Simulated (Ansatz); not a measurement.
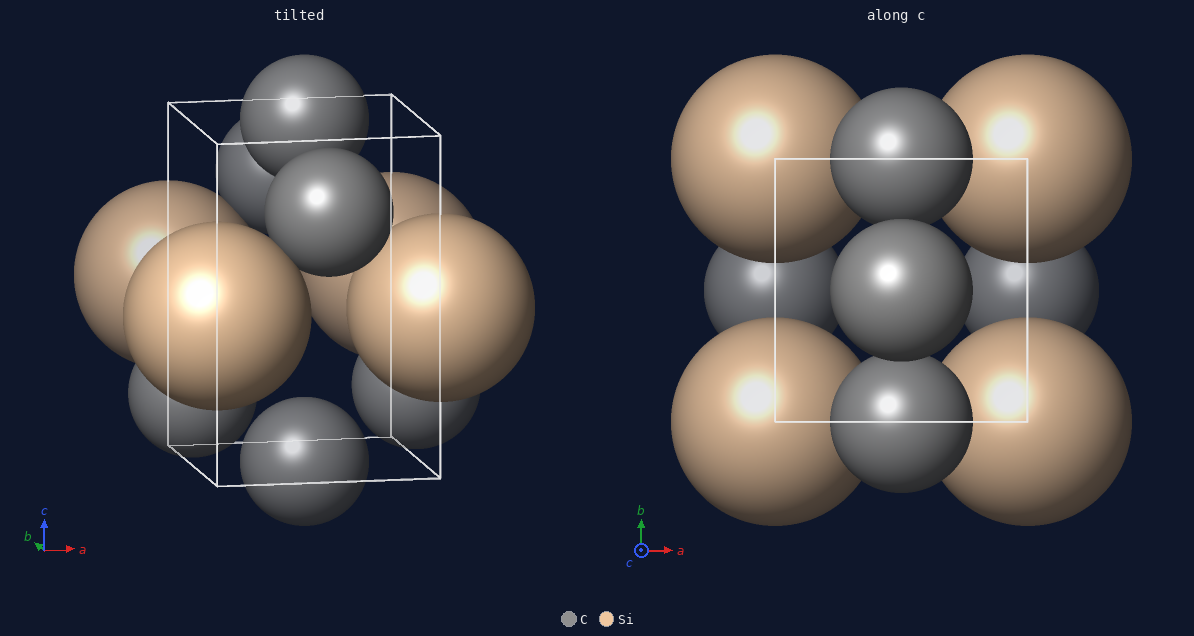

The crystal in a space-filling representation, seen slightly off an axis and along the c axis. The conventional unit cell is outlined; an atom on or near a face, edge or corner is repeated at each equivalent position.

SiC3, space group Pmm2 (No. 25), a = 2.687 Å, b = 2.796 Å, c = 4.090 Å, α = 90.00°, β = 90.00°, γ = 90.00°. The structure comes from a structure type filled with these elements by a generator (whether the compound takes this form wasn't checked). The cell was then strained or its atoms displaced on purpose. It went into a calculation with Ansatz.

This one geometry was computed with Ansatz (DFT, plane waves, PAW) at three levels of theory: r2SCAN, PBE and HSE06. It was relaxed with r2SCAN and then strained.

> Which level gives the highest pressure at this volume, and what does that say about its equilibrium volume?

Highest: PBE (15.3 GPa), which points to the largest equilibrium volume. Lowest, with the smallest volume: HSE06 (8.9 GPa). Levels within 0.5 GPa of each other can't be told apart.

> How does the band gap change with the level of theory?

PBE: a gap of 0.85 eV, indirect; r2SCAN: a gap of 1.12 eV, indirect; HSE06: a gap of 1.84 eV, indirect.

> Collect the results in a table.

| level | cutoff (eV) | k-mesh of the run's cell | gap (eV) | pressure (GPa) |
| --- | --- | --- | --- | --- |
| r2SCAN | 500 | 10×10×6 | 1.12 | 12.2 |
| PBE | 420 | 10×10×6 | 0.85 | 15.3 |
| HSE06 | 420 | 6×6×4 | 1.84 | 8.9 |

Gaps are taken on the k-mesh or band path of each run.
